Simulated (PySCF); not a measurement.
H6LaP2 (charge +3)

The calculation's input:

```
mol = gto.M(atom='''
La     0.11630     1.42161     0.00000
P     -0.00815    -0.19416     2.65986
H      1.26918    -0.49303     3.20678
H     -0.68931     0.49390     3.70025
H     -0.66445    -1.45126     2.57206
P     -0.00815    -0.19416    -2.65986
H      1.26918    -0.49303    -3.20678
H     -0.66445    -1.45126    -2.57206
H     -0.68931     0.49390    -3.70025''',
    basis={'La': 'lcecp-1-SVP', 'P': 'def2-SVP', 'H': 'def2-SVP'},
    ecp={'La': 'lcecp-1-SVP'},
    charge=3, spin=0)
mf = dft.RKS(mol, xc='TPSS')
mf.grids.atom_grid = (75, 302)  # f atoms: at least (60, 302), unpruned
mf = mf.density_fit()  # La AutoAux, P def2-universal-JKFIT, H def2-universal-JKFIT
mf.conv_tol = 1e-09; mf.max_cycle = 55
mf.kernel(dm0)
```

Run with:

```sh
OMP_NUM_THREADS=2 python run.py
```

Core potentials replace the inner electrons of La.

Method: RKS TPSS, La lcecp-1-SVP with ECP46, P def2-SVP, H def2-SVP; non-relativistic Hamiltonian with scalar-relativistic core potentials where named; density fitting (PySCF 2.14.0).

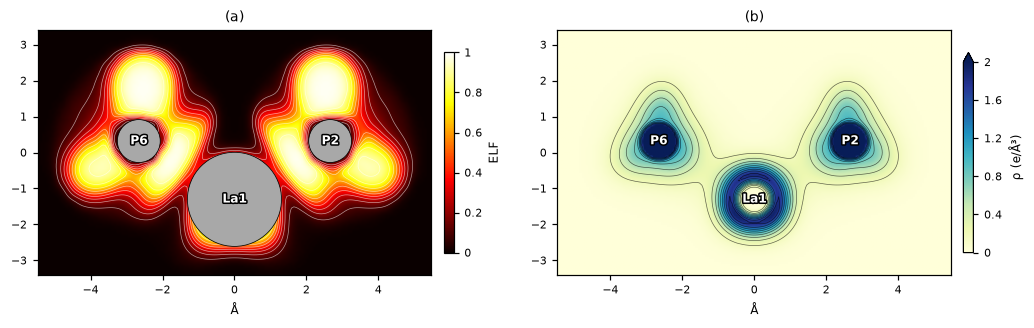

Figure 1. (a) ELF; (b) electron density on the plane of atoms P2, La1 and P6. Grey discs cover the atomic cores in the ELF map.

### What does the map show?

Atoms in the plane: La and P. La–P (3.11 Å): ρ is about 0.26 e/Å³ halfway; the ELF peaks at about 1 in the valence shell of P, 1.1 Å from its nucleus, and is about 0.60 at the midpoint.

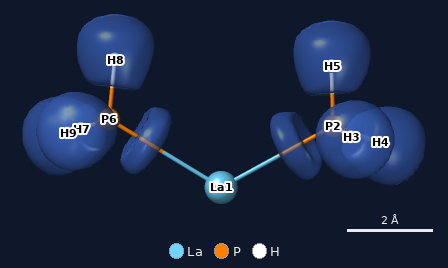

Figure 2. Isosurface of the electron localisation function at 0.85 (blue), seen at a tilt. Core shells and regions of very low density are left out.

### Where are the electrons localised?

At this value the surface marks out six regions around hydrogen nuclei and two lobes of the valence shell of P pointing towards La.


 P–H (1.42 Å): the ELF climbs to about 1 towards the hydrogen, as it does in any bond to H.

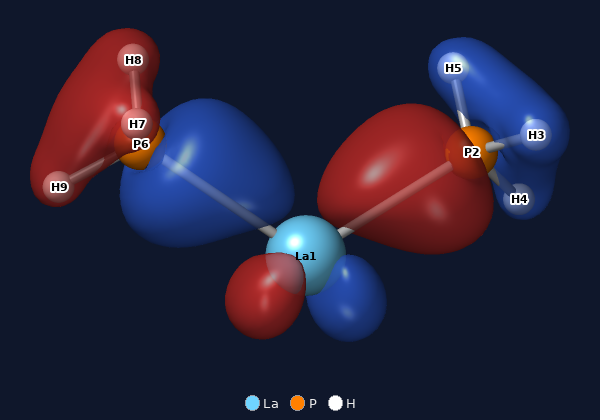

Figure 3. One frontier orbital at ±0.1 Å⁻³ᐟ² (blue and red are the two phases), seen at an oblique angle.

### Which orbital is it: HOMO or LUMO?

The HOMO, at −20.85 eV. By Hirshfeld shares it lies mainly on P2 (about 30 %), P6 (about 30 %) and La1 (about 25 %).
